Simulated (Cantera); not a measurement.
A closed system holds: 1 mol CH₄, 0.019 mol O₂, 2 mol H₂, at 0.0960 bar.

Equilibrium computed with Cantera from the NASA thermochemical tables; the gas is ideal and each condensed phase is pure. Candidate condensed phases: C, C₆H₆, C₇H₈, C₈H₁₈, H₂O; 131 gas species. Ions and electrons are included (thermal ionisation). The numbers say what is thermodynamically allowed, not how fast it happens.

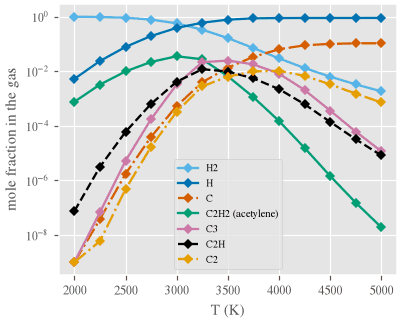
Figure. Equilibrium gas composition (values under 1e-9 drawn at 1e-9)

From 2000 K to 3000 K the condensed part is C(graphite). From 3250 K to 5000 K nothing is condensed. The main C-bearing gas is CO at 2000 K and C at 5000 K.
